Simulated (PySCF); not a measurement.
## Electronic structure of C2H6Br2SSi2 in real space

```yaml
atoms:
  - { symbol: Br, position_ang: [2.6829, 0.4018, 1.8658] }
  - { symbol: Si, position_ang: [1.5402, 0.6019, -0.0292] }
  - { symbol: Br, position_ang: [3.0198, 0.9506, -1.6467] }
  - { symbol: C, position_ang: [0.5218, -0.9649, -0.3606] }
  - { symbol: C, position_ang: [-0.8347, -0.8341, 0.3309] }
  - { symbol: Si, position_ang: [-1.6116, 0.8788, 0.0202] }
  - { symbol: S, position_ang: [0.1069, 2.1890, 0.0908] }
  - { symbol: H, position_ang: [1.0463, -1.8597, -0.0209] }
  - { symbol: H, position_ang: [0.3778, -1.0741, -1.4379] }
  - { symbol: H, position_ang: [-1.5048, -1.6267, -0.0039] }
  - { symbol: H, position_ang: [-0.7029, -0.9766, 1.4075] }
  - { symbol: H, position_ang: [-2.1579, 0.9995, -1.3248] }
  - { symbol: H, position_ang: [-2.4881, 1.3149, 1.0909] }
```

Geometry: GFN2-xTB.

Level of theory: B3LYP/def2-SVPD, SCF density, gas phase in PySCF 2.14.0.

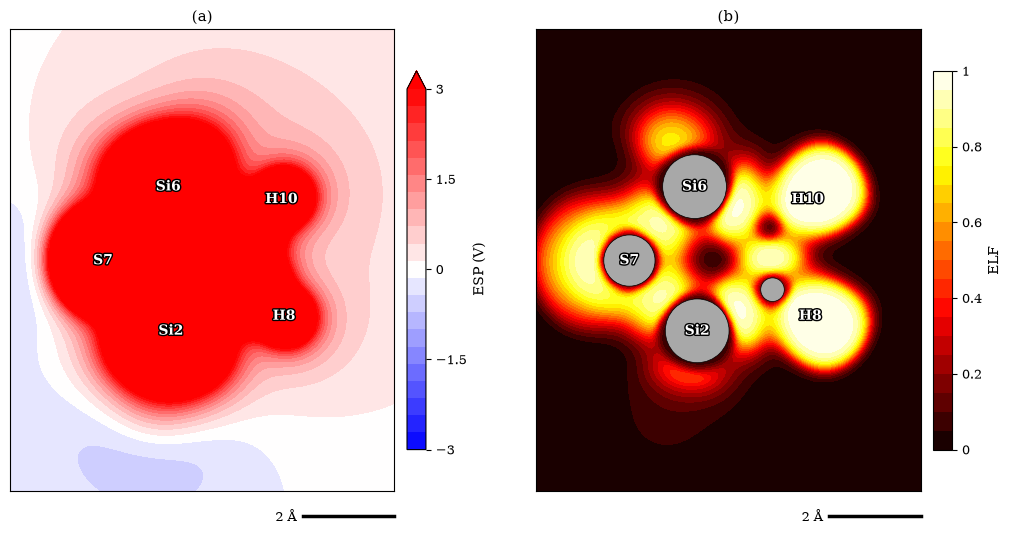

Figure 1. (a) molecular electrostatic potential; (b) electron localisation function on the plane of atoms Si2, S7 and Si6. Grey discs cover the atomic cores in the ELF map.

Describe what can be read from this map.

Answer.
- The plane passes through Si, S and H nuclei.
- Si–S (2.14 Å): the ELF peaks at about 0.90 between the atoms (localised, covalent bonding).
- The ELF also peaks beside S7, away from the bonds: lone-pair regions.
- Outside the dense part of the molecule the potential is most negative (−0.5 V) near Br3, which lies off the plane.

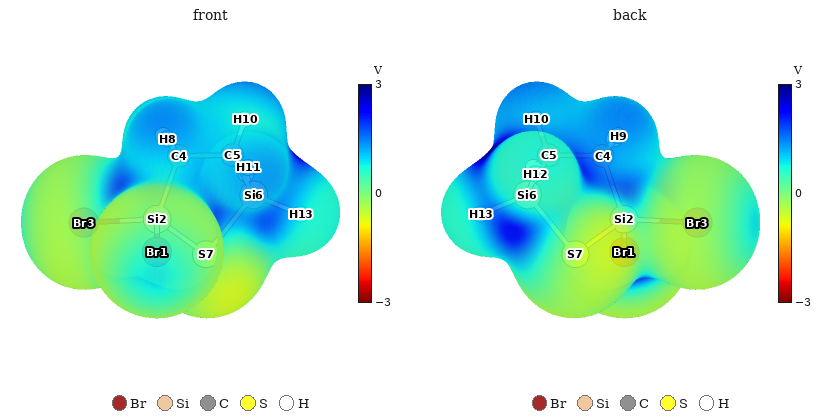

Figure 2. The electrostatic potential painted on the density surface at 0.004 e/bohr³, seen from the front and from behind; the colour scale runs from red (negative) to blue (positive).

Where is the surface potential most negative and most positive?

Answer. The most negative region (about −0.7 V) lies over S7, the most positive (about +2.7 V) over Si6. Br1 shows a σ-hole: about +0.9 V at the tip opposite its bond, against about −0.3 V on its flanks. Br3 shows a σ-hole: about +0.9 V at the tip opposite its bond, against about −0.3 V on its flanks.
